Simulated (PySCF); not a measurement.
Input

```
{"job": {"kind": "uv", "xc": "wB97X-D", "basis": "def2-SVPD", "nstates": 8, "ntriplets": 3}, "charge": 0, "multiplicity": 1}
C      2.360048     0.498716    -0.782066
O      1.305221    -0.405967    -1.034707
C      0.187406    -0.301405    -0.276660
C     -0.142535     0.543319     0.698719
F      0.643901     1.542860     1.186303
C     -1.466962     0.362424     1.371521
P     -2.440349    -0.732910     0.218356
C     -0.861060    -1.341558    -0.569902
H      3.145829     0.239604    -1.489003
H      2.045164     1.532628    -0.945848
H      2.735608     0.395914     0.239235
H     -1.350545    -0.121823     2.348090
H     -1.978680     1.313275     1.536442
H     -2.635564     0.280666    -0.733900
H     -0.569672    -2.303245    -0.134786
H     -0.985410    -1.493554    -1.643205
```

Run with:

```sh
OMP_NUM_THREADS=1 python probes_run.py task.json out
```

Geometry: GFN2-xTB.

Theory: wB97X-D/def2-SVPD, SCF density, gas phase in PySCF.

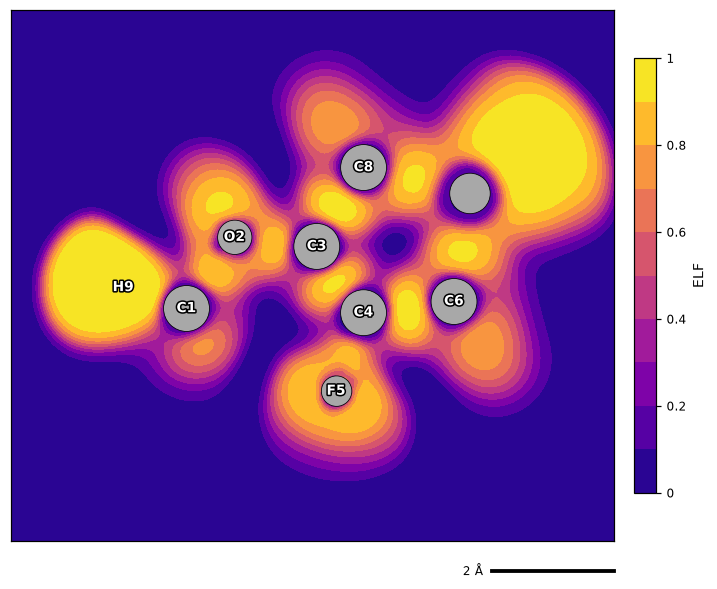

C$_{5}$H$_{8}$FOP (SMILES COC1=C(F)CPC1). Electron localisation function on the plane of atoms C4, C3 and C8. Grey discs cover the atomic cores.

Read the bonding off the picture.

Answer.
- The plane passes through C, O, F and H nuclei.
- C–C (1.33 Å): the ELF peaks at about 0.90 between the atoms (a multiple bond).
- C–O (1.35 Å): the ELF peaks at about 0.90 between the atoms: a shared but strongly polarised pair.
- C–F (1.36 Å): the ELF peaks at about 0.85 between the atoms (a shared but strongly polarised pair).
- C–H (1.09 Å): the ELF climbs to about 1 towards the hydrogen, as it does in any bond to H: an ordinary covalent bond to hydrogen.
- C–O (1.41 Å): the ELF peaks at about 0.90 between the atoms, as expected for a shared but strongly polarised pair.
- The ELF also peaks beside F5, O2 and P7, away from the bonds: lone-pair regions.
